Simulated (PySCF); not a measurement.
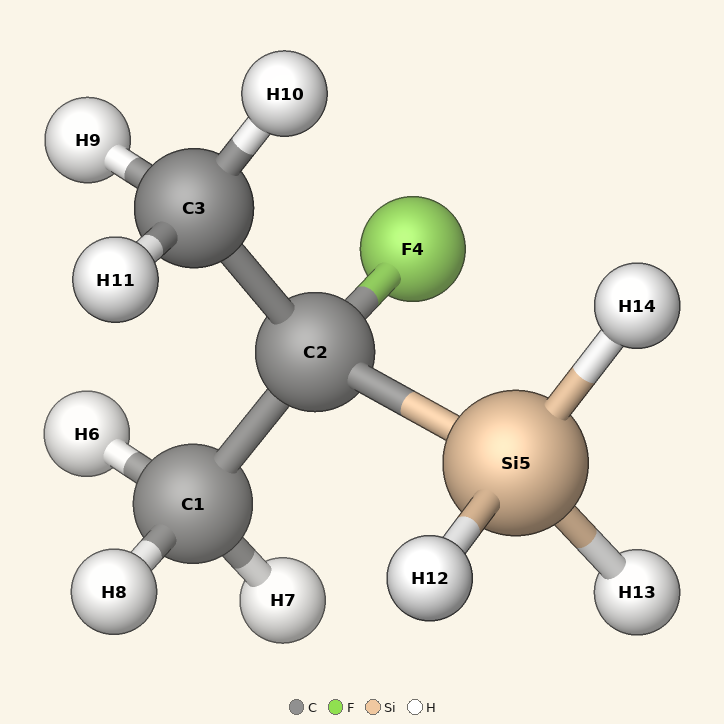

The computed structure is the end point of a PBE0-D3(BJ)/def2-SVP optimisation. No frequency run is at hand to confirm it as a minimum. Level of theory: B3LYP/cc-pVTZ indirect spin-spin coupling, non-relativistic, gas phase (PySCF 2.14.0). Isotopes: 13C, 19F, 1H, 29Si.

Give the spin–spin coupling constants of these pairs, with the number of bonds between them: C2/Si5, Si5/H14, C1/F4, C1/Si5, F4/H11, F4/H14, F4/H10, F4/H9, F4/H7, Si5/H8, Si5/H9, Si5/H6, Si5/H10, Si5/H7.

```
    pair  bonds apart  J (Hz)
 C2, Si5            1   −57.5
Si5, H14            1  −158.2
  C1, F4            2    18.4
 C1, Si5            2    −5.4
 F4, H11            3    41.8
 F4, H14            3     0.5
 F4, H10            3     3.9
  F4, H9            3    10.3
  F4, H7            3     3.9
 Si5, H8            3    −0.9
 Si5, H9            3   −14.0
 Si5, H6            3   −14.0
Si5, H10            3    −4.1
 Si5, H7            3    −4.1
```

Density functionals are unreliable for couplings to fluorine, so those rows may be far off.
